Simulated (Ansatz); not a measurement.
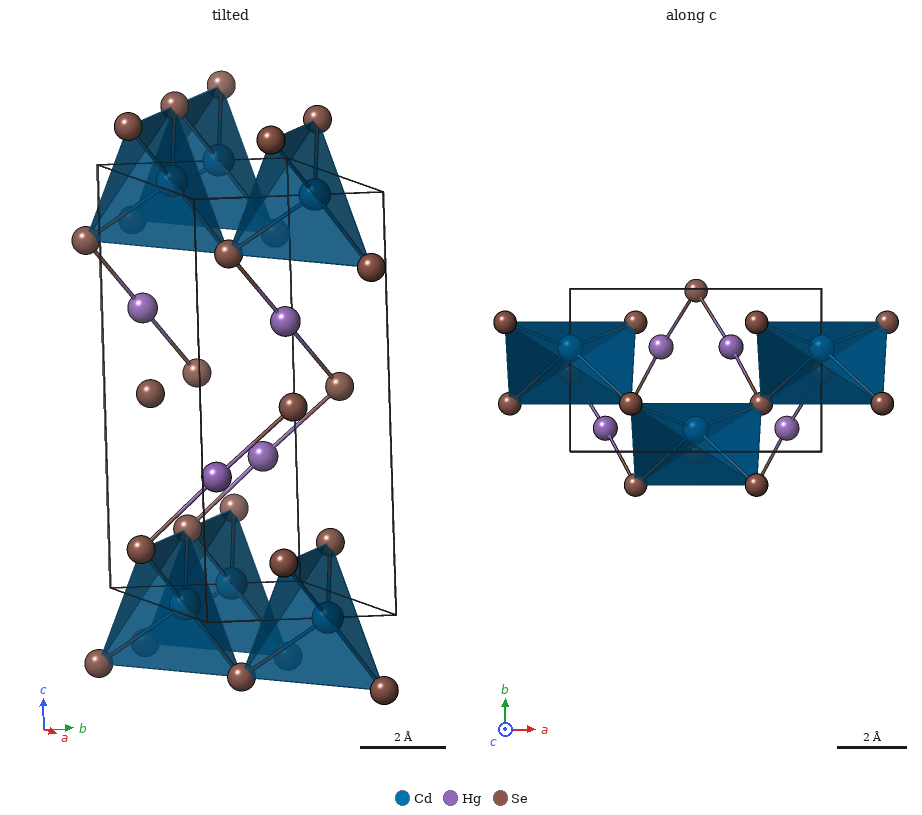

An orthographic polyhedral view of the structure, slightly off an axis and along the c axis. The conventional unit cell is drawn as a box. Some neighbours outside the box are added.

CdHg₂Se₃, space group C2 (No. 5), a = 7.353 Å, b = 4.733 Å, c = 10.064 Å, α = 90.00°, β = 95.62°, γ = 90.00°. The cell started as a structure type filled with these elements by a generator (whether the compound takes this form wasn't checked). Earlier steps of the study, as a rule a relaxation of our own, may have changed the cell and positions, so they can lie some per cent off the listed ones. An electronic-structure calculation with Ansatz was run on it.

This one geometry was computed with Ansatz (DFT, plane waves, PAW) at three levels of theory: LDA, r2SCAN and PBE.

Question: Which level gives the highest pressure at this volume, and what does that say about its equilibrium volume?

Answer: Highest: PBE (0.0 GPa), which points to the largest equilibrium volume. Lowest, with the smallest volume: LDA (-4.5 GPa). Levels within 0.5 GPa of each other can't be told apart.

Question: How does the band gap change with the level of theory?

Answer: LDA: a gap of 0.83 eV, indirect; PBE: a gap of 0.96 eV, indirect; r2SCAN: a gap of 1.24 eV, indirect.

Question: Collect the results in a table.

Answer:
| level | cutoff (eV) | k-mesh of the run's cell | gap (eV) | pressure (GPa) |
| --- | --- | --- | --- | --- |
| LDA | 420 | 8×8×4 | 0.83 | -4.5 |
| r2SCAN | 500 | 8×8×4 | 1.24 | -1.7 |
| PBE | 420 | 8×8×4 | 0.96 | 0.0 |

Gaps are taken on the k-mesh or band path of each run.
